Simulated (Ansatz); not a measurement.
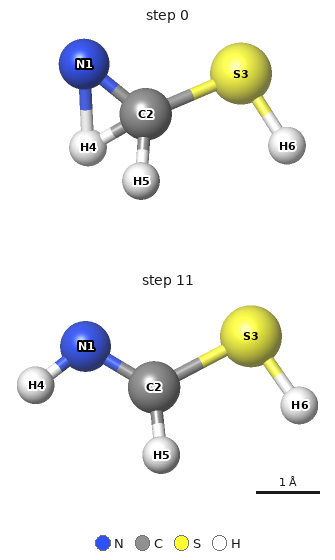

The structure of CH₃NS before (top) and after (bottom) a relaxation, at one scale.

Style: ball-and-stick. Shown from a free direction.

The run prepares an end point of a later path (hydrogen shift) calculation, from a guessed geometry.

All numbers below come from Ansatz, RKS PBE-D4/def2-SVP. Set-up: no spin polarisation; force threshold 0.02 eV/Å; at most 50 steps.

Summarise the run.

The largest move after the best rigid fit is that of H4, 0.99 Å. Largest moves by element: H 0.99 Å, N 0.34 Å, C 0.21 Å, S 0.17 Å. Some distances before and after: C2–H4 1.090 → 1.895 Å, N1–H4 1.359 → 1.033 Å, C2–S3 1.716 → 1.778 Å, S3–H6 1.372 → 1.362 Å. Bonds break: C2–H4 (1.09 → 1.90 Å). Among the angles between lasting bonds that change: S3–C2–H5 119.7° → 113.5°, N1–C2–H5 123.1° → 126.5°, N1–C2–S3 117.1° → 120.0°. Groups turn about N1–C2 by about 35°. Over 11 geometry steps the energy falls by 4.337 eV. Largest force component: 5.2 eV/Å at the start, 0.0021 eV/Å at the end. The run took of the order of 19 core-seconds on a shared host.
